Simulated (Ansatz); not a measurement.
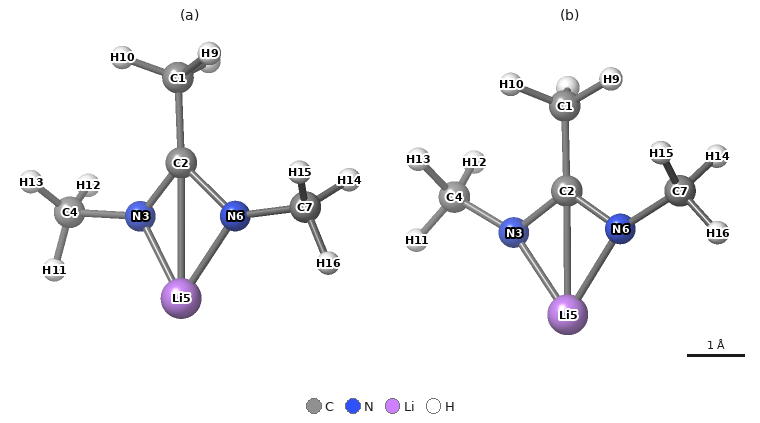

The structure of C4H9LiN2 (coarse preliminary run) before (left) and after (right) a relaxation, at one scale.

The picture is a ball-and-stick view, seen at a tilt.

The start comes from a force field.

These are results of RKS PBE-D4/def2-SVP (Ansatz 0.2.0), not measurements.

The input:
```yaml
crystal:
  periodic: [false, false, false]
  atoms:
    - {symbol: C, position_ang: [0.501000, -0.479600, 1.621500]}
    - {symbol: C, position_ang: [0.142900, -0.009100, 0.216200]}
    - {symbol: N, position_ang: [0.566900, -0.395200, -0.977900]}
    - {symbol: C, position_ang: [1.673200, -1.354800, -1.381600]}
    - {symbol: Li, position_ang: [-0.330100, 0.742500, -2.043000]}
    - {symbol: N, position_ang: [-0.897800, 0.868300, -0.340200]}
    - {symbol: C, position_ang: [-1.971800, 1.600600, 0.245300]}
    - {symbol: H, position_ang: [-0.101400, -1.322700, 1.849200]}
    - {symbol: H, position_ang: [0.194100, 0.397400, 2.357400]}
    - {symbol: H, position_ang: [1.536400, -0.663700, 1.725400]}
    - {symbol: H, position_ang: [1.691400, -1.339200, -2.461100]}
    - {symbol: H, position_ang: [1.305200, -2.374200, -1.044800]}
    - {symbol: H, position_ang: [2.526800, -1.090500, -0.928400]}
    - {symbol: H, position_ang: [-2.726700, 0.908900, 0.754900]}
    - {symbol: H, position_ang: [-1.607400, 2.303800, 0.992200]}
    - {symbol: H, position_ang: [-2.525600, 2.184900, -0.540800]}
basis:
  gaussian: {orbitals: def2-SVP}
hamiltonian: {xc: pbe, dispersion: d4}
relax: {f_tol: 0.03, max_steps: 200}
```

Run as
```bash
ansatz run in.yaml --threads 4 --pin off --events-out ev --progress --plain --max-ram 11315MiB
```

### Describe what moved and what it gained.

The energy falls by 2.618 eV in 17 accepted moves (18 points after the start). The largest force component goes from 6.1 to 0.016 eV/Å. The line search rejected the trial step at point 10 of the run. The largest move after the best rigid fit is that of H9, 0.72 Å. Largest moves by element: H 0.72 Å, C 0.52 Å, Li 0.35 Å, N 0.32 Å. Some distances before and after: C2–Li5 2.427 → 2.209 Å, C2–N6 1.471 → 1.344 Å, C4–H13 1.002 → 1.121 Å, Li5–N6 1.799 → 1.887 Å. Among the angles between lasting bonds that change: C4–N3–Li5 127.3° → 155.0°, N3–C2–N6 93.4° → 116.3°, Li5–N6–C7 131.5° → 154.0°. The run took 34 s on 4 threads of Arm Neoverse V2 (shared host).
